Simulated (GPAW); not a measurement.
# Sr2SeS (R-3m): G0W0 with GPAW, start to end

How does a plane-wave GW calculation on Sr2SeS (R-3m) run from the first input to the gap?

Method: LDA and many-body steps on it, plane waves, in GPAW 26.7.0.

### Step 1. The starting structure

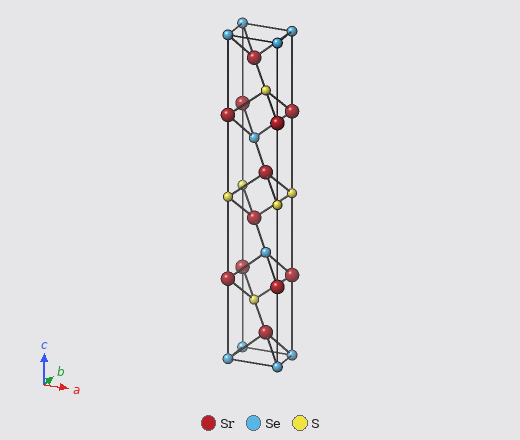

Start, viewed slightly off an axis; strontium red, selenium blue, sulfur yellow. This picture shows the conventional cell, with its axes. Bonds to atoms that aren't drawn are left out. Some periodic images of atoms are drawn too.

The cell and positions are those that the Materials Project relaxed with its own functionals (PBE, PBE+U or r2SCAN), kept fixed.

### Step 2. Ground state

This step: GPAW 26.7.0; DFT, LDA, plane waves, PAW.

The ground-state density comes first.

run.py reads:

```python
import json
import numpy as np
from gpaw.mpi import world
from ase import Atoms
from gpaw import GPAW, PW, FermiDirac

atoms = Atoms(['Sr', 'Sr', 'Se', 'S'],
    cell=[[2.1781528691, 1.2575571453, 7.1221724763],
      [-2.1781528691, 1.2575571453, 7.1221724763],
      [0.0000000000, -2.5151142906, 7.1221724763]],
    scaled_positions=[[0.2471840700, 0.2471840700, 0.2471840700],
      [0.7528159300, 0.7528159300, 0.7528159300],
      [0.0000000000, 0.0000000000, 0.0000000000],
      [0.5000000000, 0.5000000000, 0.5000000000]],
    pbc=(True, True, True))
calc = GPAW(mode=PW(450),
    xc='LDA',
    kpts={'size': (6, 6, 6), 'gamma': True},
    occupations=FermiDirac(0.001),
    nbands=-8,
    convergence={'density': 1e-6, 'bands': -3},
    maxiter=100,
    txt='gs.txt')
atoms.calc = calc
res = {'energy': atoms.get_potential_energy()}
kpts = calc.get_ibz_k_points()
res['kpts'] = kpts
res['eigenvalues'] = [calc.get_eigenvalues(kpt=k) for k in range(len(kpts))]
res['n_electrons'] = calc.get_number_of_electrons()
calc.write('gs.gpw')

if world.rank == 0:
    with open('result.json', 'w') as f:
        json.dump(res, f, default=lambda x: x.tolist())
```

On the command line:

```bash
mpirun -n 4 gpaw python run.py
```

Numbers of over 12 decimals in the logs are rounded to 6 here.

What it wrote:

```text
__  _  _
 | _ |_)|_||  |
 |__||  | ||/\| - 26.7.0

Input parameters:
  mode=PW(ecut=450.000000),
  convergence={'density': 1e-06, 'bands': -3},
  kpts=MonkhorstPack(size=(6, 6, 6), gamma=True),
  maxiter=100,
  nbands=-8,
  occupations=Occupations(name='fermi-dirac', width=0.001, fixmagmom=False),
  xc=XC(name='LDA')
  [... matrices ...]
Diagonalizing LCAO Hamiltonian
Converting LCAO to pw mode

       Sr

       S

       Sr

       Se

Atoms  # Å, Bohr magnetons
|   | symbol |         x |         y |         z |    initial magnetic moments |
| 0 |     Sr | -0.000000 | -0.000000 |  5.281463 | ( 0.0000,  0.0000,  0.0000) |
| 1 |     Sr | -0.000000 | -0.000000 | 16.085055 | ( 0.0000,  0.0000,  0.0000) |
| 2 |     Se |  0.000000 |  0.000000 |  0.000000 | ( 0.0000,  0.0000,  0.0000) |
| 3 |      S |  0.000000 |  0.000000 | 10.683259 | ( 0.0000,  0.0000,  0.0000) |

Unit cell  # Å
| periodic |         x |         y |        z |  lengths |    angles |
|      yes |  2.178153 |  1.257557 | 7.122172 | 7.553221 | 33.521277 |
|      yes | -2.178153 |  1.257557 | 7.122172 | 7.553221 | 33.521277 |
|      yes |  0.000000 | -2.515114 | 7.122172 | 7.553221 | 33.521277 |

Number of symmetries: 12
Symmetry operations  # r_c * U_cc + t_c -> r_c
|    | kind |            matrix            |
|  0 |  E   |  1, 0, 0,  0, 1, 0,  0, 0, 1 |
|  1 |  σ   |  1, 0, 0,  0, 0, 1,  0, 1, 0 |
|  2 |  σ   |  0, 1, 0,  1, 0, 0,  0, 0, 1 |
|  3 |  C3  |  0, 1, 0,  0, 0, 1,  1, 0, 0 |
|  4 |  C3  |  0, 0, 1,  1, 0, 0,  0, 1, 0 |
|  5 |  σ   |  0, 0, 1,  0, 1, 0,  1, 0, 0 |
|  6 |  C2  |  0, 0,-1,  0,-1, 0, -1, 0, 0 |
|  7 |  S6  |  0, 0,-1, -1, 0, 0,  0,-1, 0 |
|  8 |  S6  |  0,-1, 0,  0, 0,-1, -1, 0, 0 |
|  9 |  C2  |  0,-1, 0, -1, 0, 0,  0, 0,-1 |
| 10 |  C2  | -1, 0, 0,  0, 0,-1,  0,-1, 0 |
| 11 |  i   | -1, 0, 0,  0,-1, 0,  0, 0,-1 |

BZ-sampling:
  Number of BZ points: 216
  Number of IBZ points: 32

  Monkhorst-Pack size: [6, 6, 6]
  Monkhorst-Pack shift: [0.083333, 0.083333, 0.083333]

K-points  # in reciprocal-cell coordinates
|     |                                coordinates |     weight |
|   0 | (  0.00000000,   0.00000000,   0.00000000) | 0.00462963 |
|   1 | (  0.16666667,   0.00000000,  -0.16666667) | 0.02777778 |
|   2 | (  0.16666667,   0.00000000,   0.00000000) | 0.02777778 |
|   3 | (  0.16666667,   0.16666667,  -0.16666667) | 0.02777778 |
|   4 | (  0.16666667,   0.16666667,   0.00000000) | 0.02777778 |
|   5 | (  0.16666667,   0.16666667,   0.16666667) | 0.00925926 |
|   6 | (  0.33333333,  -0.16666667,  -0.16666667) | 0.02777778 |
|   7 | (  0.33333333,   0.00000000,  -0.33333333) | 0.02777778 |
|   8 | (  0.33333333,   0.00000000,  -0.16666667) | 0.05555556 |
|   9 | (  0.33333333,   0.00000000,   0.00000000) | 0.02777778 |
| ... |                                            |            |
|  31 | (  0.50000000,   0.50000000,   0.50000000) | 0.00462963 |

Plane wave coefficients: 2574
Cutoff: 450.000000 eV

Spin-components: 1 (collinear spins)
Bands:           24
Projectors:      20
Spin-degeneracy: 2
Datatype:        complex128

  Storage: CPU
  Wave functions: 30_756_864 bytes (7_689_216 per core)
  Projectors: 35_883_008 bytes (8_970_752 per core)
  [... matrices ...]
Parallelization:
  kpt:    4
  domain: 1
  band:   1

Density:
  Valence electrons: 32.0
  Components: 1
  Grid points: [40 40 40]
  Charge: 0.0  # |e|

Potential:
  Grid points: [40 40 40]

species:
  Sr:
    name:    Strontium
    Z:       38.0
    valence: 10
    core:    28
    charge:  0.0  # [|e|]
    compensation charges:
      type: gauss
      rc: 0.40  # [Å]
      lmax: 2
    cutoffs:
      filter: 2.39  # [Å]
      core: 1.85  # [Å]
    projectors
    | kind |    occ | energy [eV] | rcut [Å] |
    |   4s |  2.000 |     -40.901 |    1.291 |
    |   5s |  2.000 |      -3.641 |    1.291 |
    |   4p |  6.000 |     -22.864 |    1.291 |
    |    p |        |       4.348 |    1.291 |
    |    d |        |       0.000 |    1.254 |

    Using partial waves for Sr as LCAO basis

  Se:
    name:    Selenium
    Z:       34.0
    valence: 6
    core:    28
    charge:  0.0  # [|e|]
    compensation charges:
      type: gauss
      rc: 0.27  # [Å]
      lmax: 2
    cutoffs:
      filter: 1.77  # [Å]
      core: 2.67  # [Å]
    projectors
    | kind |    occ | energy [eV] | rcut [Å] |
    |   4s |  2.000 |     -17.472 |    0.847 |
    |   4p |  4.000 |      -6.656 |    1.005 |
    |    s |        |       9.739 |    0.847 |
    |    p |        |      20.555 |    1.005 |
    |    d |        |       0.000 |    0.847 |

    Using partial waves for Se as LCAO basis

  S:
    name:    Sulfur
    Z:       16.0
    valence: 6
    core:    10
    charge:  0.0  # [|e|]
    compensation charges:
      type: gauss
      rc: 0.24  # [Å]
      lmax: 2
    cutoffs:
      filter: 1.77  # [Å]
      core: 1.66  # [Å]
    projectors
    | kind |    occ | energy [eV] | rcut [Å] |
    |   3s |  2.000 |     -17.278 |    0.974 |
    |   3p |  4.000 |      -7.106 |    0.979 |
    |    s |        |       9.933 |    0.974 |
    |    p |        |      20.105 |    0.979 |
    |    d |        |       0.000 |    0.900 |

    Using partial waves for S as LCAO basis

Reference energy: -249635.227711  # eV

eigensolver:
  PPCG
  Converge bands: -3
  niter=2

density mixing:
  MSR1-Mixer
  Pratt-step length: 0.05
  Maximum mixing coefficient: 0.75
  Old densities: 10
  SVD Regularization: 0.005
  Good broyden scale: 1.0
  Trust region scale: 1.0
  Backstep threshold: 4.0
  History deletion threshold: 6.0
  Fourier metric: weight=20.0, sigma=0.015

occupation numbers:
  Fermi-Dirac:
    width: 0.0010  # eV

poisson solver:
  ecut: 3600.000000  # eV

xc functional:
  name: None

Initialization done in: 1.341 s

convergence criteria:
- Maximum integral of absolute [dens]ity change: 1e-06 electrons / valence electron
- Maximum [total energy] change in last 3 cyles: 0.0005 eV / valence electron
- Maximum integral of absolute [eigenst]ate change: 4e-08 eV^2 / valence electron
maximum number of iterations: 100

SCF iterations
|iter     |     time |      energy | eigst |  dens |
|iter:   1|  |  -21.820418 | +1.46 |       |
|iter:   2|  |  -21.730332 | +0.22 | -1.11 |
|iter:   3|  |  -21.328700 | -0.38 | -1.16 |
|iter:   4|  |  -21.323956 | -0.84 | -1.65 |
|iter:   5|  |  -21.323673c| -1.26 | -2.02 |
|iter:   6|  |  -21.323490c| -1.39 | -2.83 |
|iter:   7|  |  -21.323492c| -2.09 | -3.30 |
|iter:   8|  |  -21.323493c| -2.45 | -3.90 |
|iter:   9|  |  -21.323493c| -2.80 | -4.40 |
|iter:  10|  |  -21.323493c| -3.10 | -5.44 |
|iter:  11|  |  -21.323493c| -3.65 | -5.89 |
|iter:  12|  |  -21.323493c| -4.01 | -6.73c|
|iter:  13|  |  -21.323493c| -4.49 | -7.23c|
|iter:  14|  |  -21.323493c| -4.78 | -7.72c|
|iter:  15|  |  -21.323493c| -5.15 | -8.38c|
|iter:  16|  |  -21.323493c| -5.66 | -8.83c|
|iter:  17|  |  -21.323493c| -5.87 | -9.19c|
|iter:  18|  |  -21.323493c| -6.52 | -9.61c|
|iter:  19|  |  -21.323493c| -6.80 | -9.92c|
|iter:  20|  |  -21.323493c| -7.17 |-10.11c|
|iter:  21|  |  -21.323493c| -7.67c|-10.30c|

Converged in 21 steps
SCF loop duration: 32.561 s (1.551 s/step)
Energy contributions relative to reference atoms: (reference = -249635.227711)
  [... matrices ...]
Energy contributions:
  Kinetic:          16.239529
  Coulomb:         -13.976956
  Zero:             -0.478678
  External:          0.000000
  Xc:              -23.107388
  Entropy:          -0.000000
  Spinorbit:         0.000000
  ----------------------------
  Free energy:     -21.323493
  Extrapolated:    -21.323493

dipole moment: (0.000000, 0.000000, -78.840260)  # |e|*Ang

Fermi level: 4.919
Eigenvalues  # (at kpt = [0.000, 0.000, 0.000])
| band index |      eig [eV] | occ [0-2] |
|          0 |       -29.867 |     2.000 |
|        ... |               |           |
|          8 |        -7.308 |     2.000 |
|          9 |        -6.543 |     2.000 |
|         10 |         1.117 |     2.000 |
|         11 |         2.627 |     2.000 |
|         12 |         2.627 |     2.000 |
|         13 |         3.733 |     2.000 |
|         14 |         3.809 |     2.000 |
|         15 |         3.809 |     2.000 |
|         16 |         6.697 |     0.000 |
|         17 |         7.813 |     0.000 |
|         18 |         7.813 |     0.000 |
|         19 |         7.821 |     0.000 |
|         20 |         8.561 |     0.000 |
|         21 |         8.713 |     0.000 |
|         22 |         8.713 |     0.000 |
|         23 |         9.747 |     0.000 |

Gap: 2.139 eV
Transition (v -> c):
  (s=0, k=0, n=15, [0.00, 0.00, 0.00]) -> (s=0, k=28, n=16, [0.50, 0.50, 0.00])
Direct/indirect transitions are different
Direct gap: 2.660 eV
Transition at: (s=0, k=28, n=15, [0.50, 0.50, 0.00])
# Writing to gs.gpw (mode='')
  [... matrices ...]
```

It took 36 s on 4 MPI ranks of Arm Neoverse V2, shared host; peak memory 0.94 GiB; 2.4 min of CPU time.

This step gave:

```yaml
total_energy: -21.32 eV
gap: 2.139 eV
k_of_the_valence_top: 0, 0, 0
k_of_the_conduction_bottom: 0.5, 0.5, 0
least_direct_gap: 2.660 eV
```

The gap is indirect, with the least direct gap 0.52 eV higher.

### Step 3. Empty states on the mesh, 4×4×4 mesh, 200 bands

The sums over transitions need many empty states on a uniform mesh; this step solves for them.

run.py reads:

```python
import json
import numpy as np
from gpaw.mpi import world
from gpaw import GPAW

calc = GPAW('gs.gpw').fixed_density(kpts={'size': (4, 4, 4), 'gamma': True},
    parallel={'domain': 1, 'band': 1},
    txt='nscf.txt')
calc.diagonalize_full_hamiltonian(nbands=200)
calc.write('full.gpw', mode='all')
res = {}
kpts = calc.get_ibz_k_points()
res['kpts'] = kpts
res['eigenvalues'] = [calc.get_eigenvalues(kpt=k) for k in range(len(kpts))]
res['n_electrons'] = calc.get_number_of_electrons()

if world.rank == 0:
    with open('result.json', 'w') as f:
        json.dump(res, f, default=lambda x: x.tolist())
```

On the command line:

```bash
mpirun -n 4 gpaw python run.py
```

What it wrote:

```text
Diagonalizing LCAO Hamiltonian
Converting LCAO to pw mode
convergence criteria:
- Maximum integral of absolute [eigenst]ate change: 4e-08 eV^2 / valence electron
maximum number of iterations: 100

SCF iterations
|iter     |     time |      energy | eigst |  dens |
|iter:   1|  |             | +1.45 |       |
|iter:   2|  |             | +0.25 |       |
|iter:   3|  |             | -0.19 |       |
[...]
|iter:  48|  |             | -5.75 |       |
|iter:  49|  |             | -5.87 |       |
[... further lines of this kind ...]
|iter:  87|  |             | -7.41c|       |
SCF steps: 87
  __  _  _
 | _ |_)|_||  |
 |__||  | ||/\| - 26.7.0

Input parameters:
  mode=PW(ecut=450.000000),
  convergence={'density': 1e-06, 'bands': -3},
  gpts=array([40, 40, 40]),
  kpts=MonkhorstPack(size=(4, 4, 4), gamma=True),
  maxiter=100,
  nbands=24,
  occupations=Occupations(name='fermi-dirac', width=0.001, fixmagmom=False),
  parallel={'domain': 1, 'band': 1},
  xc=XC(name='LDA')
Matrix size: 2550x2550
# Writing to full.gpw (mode='all')
  [... matrices ...]

timing:  # [seconds]
  Total: 60.825  # ━━━━━━━━━━━━━━━━━━━━━━━━━━━━━━━━━━━━━━━━━━━━━━━━━━━━━━━━━━
```

Wall time 1.7 min (4 MPI ranks); peak memory 2.9 GiB; 7 min of CPU time.

Numbers from this step:

```
gap                                                           : 2.139 eV
k of the valence top                                          : 0, 0, 0
k of the conduction bottom                                    : 0.5, 0.5, 0
least direct gap                                              : 2.660 eV
k points computed                                             : 13
lowest point of the top converged band, above the valence top : 70.1692 eV
```

On this mesh the gap is 2.139 eV.

### Step 4. Screening and self-energy, 4×4×4 mesh, 88 bands, screening to 48 eV

Now the one-shot GW correction: screening in the RPA, then the self-energy of the levels asked for.

This step: G0W0 on LDA, plane waves, PAW.

run.py reads:

```python
import json
import numpy as np
from gpaw.mpi import world
from gpaw.response.g0w0 import G0W0

gw = G0W0('full.gpw',
    filename='gw',
    kpts=[0, 10],
    bands=(14, 18),
    ecut=48,
    nbands=88,
    integrate_gamma='WS',
    ppa=True)
gw.calculate()
res = {mode: {k: v for k, v in r.items() if k != 'sigma_eskwn'}
       for mode, r in gw.all_results.items()}

if world.rank == 0:
    with open('result.json', 'w') as f:
        json.dump(res, f, default=lambda x: x.tolist())
```

On the command line:

```bash
mpirun -n 4 gpaw python run.py
```

What it wrote:

```text
Using integrator: PointIntegrator
FrequencyGridDescriptor(from 0.000+0.000j to 0.000+27.211j eV, 2 points)
Nonperiodic BCs:  [False False False]
Using integrator: PointIntegrator
FrequencyGridDescriptor(from 0.000+0.000j to 0.000+27.211j eV, 2 points)
Nonperiodic BCs:  [False False False]
  ___  _ _ _
 |   || | | |
 | | || | | |
 |__ ||_____|
 |___|

BZ k-points: Symmetries present (total): 12

  [... matrices ...]
64 k-points: 4 x 4 x 4 Monkhorst-Pack grid + [1/8,1/8,1/8]
13 k-points in the irreducible part of the Brillouin zone
       k-points in crystal coordinates                weights
   0:     0.00000000    0.00000000    0.00000000          1/64
   1:     0.25000000    0.00000000   -0.25000000          6/64
   2:     0.25000000    0.00000000    0.00000000          6/64
   3:     0.25000000    0.25000000   -0.25000000          6/64
   4:     0.25000000    0.25000000    0.00000000          6/64
   5:     0.25000000    0.25000000    0.25000000          2/64
   6:     0.50000000    0.00000000    0.00000000          3/64
   7:     0.50000000    0.25000000   -0.25000000          6/64
   8:     0.50000000    0.25000000    0.00000000         12/64
   9:     0.50000000    0.25000000    0.25000000          6/64
          ...
  12:     0.50000000    0.50000000    0.50000000          1/64

Distributing spins, k-points and bands (1 x 2 x 4) over 4 processes
Number of blocks: 1

Quasi particle states:
k-points (IBZ indices): [0, 10]
Band range: (14, 18)
  [... matrices ...]
Computational parameters:
Plane wave cut-off: 48 eV
Number of bands: 88
Coulomb cutoff: None
Broadening: 0.1 eV

fxc modes: GW
Kernel: RPA
Using Godby-Needs plasmon-pole approximation:
  Fitting energy: i*E0, E0 = 1.000 Hartree
Summing all q:

Calculating screened Coulomb potential
No Coulomb truncation
FrequencyGridDescriptor(from 0.000+0.000j to 0.000+27.211j eV, 2 points)
Removing empty qpoint cache files...

Calculating chi0 body with:
    Ground state adapter containing:
    Number of spins: 1
    Number of kpoints: 64
    Number of irreducible kpoints: 13
    Number of completely occupied states: 16
    Number of partially occupied states: 16
    Occupied states memory: 15.625 M / cpu

    Linear response parametrization:
    q_c: [0.0, 0.0, 0.0]
    Number of frequency points: 2
    Planewave cutoff: 48.0
    Number of bands: 88
    Number of planewaves: 99
    Broadening (eta): 1e-06
    comm.size: 4
    kncomm.size: 4
    blockcomm.size: 1

    Memory estimate of potentially large arrays:
        chi0_wGG: 0.299103 M / cpu
Integrating chi0 body.

Symmetries of q_c:
    Direct symmetries (Uq -> q): 12
    Indirect symmetries (TUq -> q): 0
In total 12 allowed symmetries.

  [... matrices ...]
13 groups of equivalent kpoints. 79.6875% reduction.

Integral kind: response function
Integrating chi0 head and wings.

Symmetries of q_c:
    Direct symmetries (Uq -> q): 12
    Indirect symmetries (TUq -> q): 0
In total 12 allowed symmetries.

  [... matrices ...]
13 groups of equivalent kpoints. 79.6875% reduction.

Integral kind: response function wings

Calculating chi0 body with:
    Ground state adapter containing:
    Number of spins: 1
    Number of kpoints: 64
    Number of irreducible kpoints: 13
    Number of completely occupied states: 16
    Number of partially occupied states: 16
    Occupied states memory: 15.625 M / cpu

    Linear response parametrization:
[... the further q-points ...]

Results:
f:      Occupation numbers
eps:     KS-eigenvalues [eV]
vxc:     KS vxc [eV]
exx:     Exact exchange [eV]
sigma:   Self-energies [eV]
dsigma:  Self-energy derivatives
Z:       Renormalization factors
qp:      QP-energies [eV]

k-point 0 (0): (0.000, 0.000, 0.000)                GW
band       f     eps     vxc     exx   sigma  dsigma       Z      qp
                                                                   GW
  14   1.000   3.809 -14.862 -17.373   2.179  -0.245   0.803   3.542
  15   1.000   3.809 -14.862 -17.373   2.179  -0.245   0.803   3.542
  16   0.000   6.697 -10.924  -6.476  -3.324  -0.202   0.832   7.631
  17   0.000   7.813 -10.865  -5.642  -3.584  -0.210   0.826   9.167

k-point 1 (10): (0.500, 0.500, 0.000)                GW
band       f     eps     vxc     exx   sigma  dsigma       Z      qp
                                                                   GW
  14   1.000   3.217 -14.467 -17.268   2.317  -0.250   0.800   2.830
  15   1.000   3.287 -14.394 -17.143   2.287  -0.247   0.802   2.918
  16   0.000   5.948  -9.471  -5.055  -3.228  -0.203   0.831   6.935
  17   0.000   8.539  -9.395  -4.983  -3.412  -0.195   0.837   9.376
```

Wall time 2.3 min (4 MPI ranks); peak memory 2.5 GiB; 9.1 min of CPU time.

Numbers from this step:

```yaml
g0w0_gap_on_the_points_computed: 3.392 eV
least_direct_g0w0_gap_on_the_computed_points: 4.017 eV
z_at_the_valence_top: 0.8032
z_at_the_conduction_bottom: 0.8310
starting_gap_on_the_mesh: 2.139 eV
k_of_the_valence_top: 0, 0, 0
k_of_the_conduction_bottom: 0.5, 0.5, 0
```

The gap on the mesh goes from 2.14 eV to 3.39 eV, a correction of +1.25 eV.

Limits: finite bands, cutoff and mesh; no spin-orbit coupling. v1 is the top filled band, c1 the lowest empty one. The levels before and after the correction (eV, zero at the valence-band top of each column):

```
           conduction bottom  valence top
Kohn-Sham               2.14         0.00
     G0W0               3.39         0.00
```

```csv
,level,energy (eV)
Kohn-Sham,Γ v2-v1,0.000
Kohn-Sham,Γ c1,2.888
Kohn-Sham,Γ c2,4.004
Kohn-Sham,(0.5 0.5 0) v2,-0.592
Kohn-Sham,(0.5 0.5 0) v1,-0.522
Kohn-Sham,(0.5 0.5 0) c1,2.139
Kohn-Sham,(0.5 0.5 0) c2,4.730
G0W0,Γ v2-v1,0.000
G0W0,Γ c1,4.089
G0W0,Γ c2,5.624
G0W0,(0.5 0.5 0) v2,-0.713
G0W0,(0.5 0.5 0) v1,-0.625
G0W0,(0.5 0.5 0) c1,3.392
G0W0,(0.5 0.5 0) c2,5.834
```

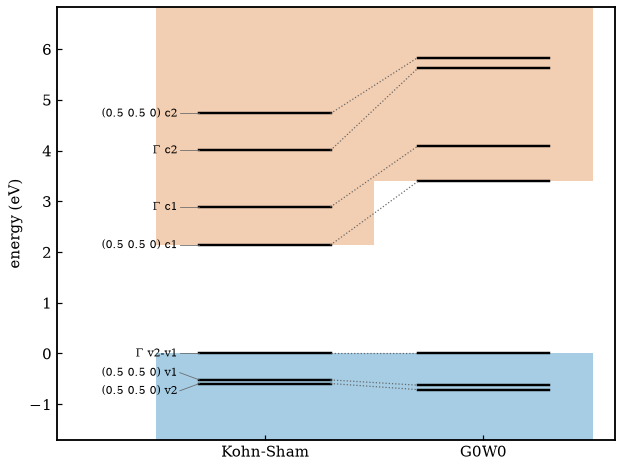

Levels before and after the correction. Shaded: valence and conduction bands.

### Step 5. Where the time went

Times are wall times on 4 MPI ranks of Arm Neoverse V2, shared host, good to a factor of about two.

| step | time | share | memory (GiB) |
| --- | --- | --- | --- |
| ground state | 36 s | 13 % | 0.94 |
| empty states on the mesh | 1.7 min | 38 % | 2.9 |
| screening and self-energy | 2.3 min | 49 % | 2.5 |

### Step 6. Results

```json
{
 "LDA gap": "2.14 eV, indirect",
 "G0W0 gap on the mesh": "3.39 eV",
 "GW settings": "4×4×4 mesh, 88 bands, screening to 48 eV, Godby-Needs plasmon pole",
 "known limits": "not at the basis limit; no spin-orbit coupling"
}
```

What this shows: G0W0 moves the gap on the mesh from 2.14 eV to 3.39 eV (+1.25 eV), with Z of 0.80 and 0.83 at the edges. Only 2 of the mesh's irreducible points were corrected, so a valley elsewhere could overtake. Bands and cutoff are finite, so the gap is not at the basis limit. The miss can reach some tenths of an eV and take either sign; the mesh is an error of its own. These stock PAW sets were not made for GW; the filled d or f shell of Se lies in the frozen core, which bears on start and correction. In the G0W0 run levels were corrected at 2 k points alone, so a gap called «on the mesh» is the least over those, and an edge elsewhere would be missed. The many-body steps are scalar-relativistic: spin-orbit coupling is not in them.

[Paths, hosts, dates, memory and timing lines, banners, echoed tables and standing remarks are left out of the program output.]

[Logs are printed without paths, hosts, clocks, repeated set-up lines and the standing remarks that a program may print on its own settings, such as how far it seeks lower states.]

[Runs of the session that timed out or met a known fault of the program may be left out.]

[Hosts, paths, dates, database ids (printed as entryN), source tags and the programs' standing remarks are cut or masked in the printed files.]
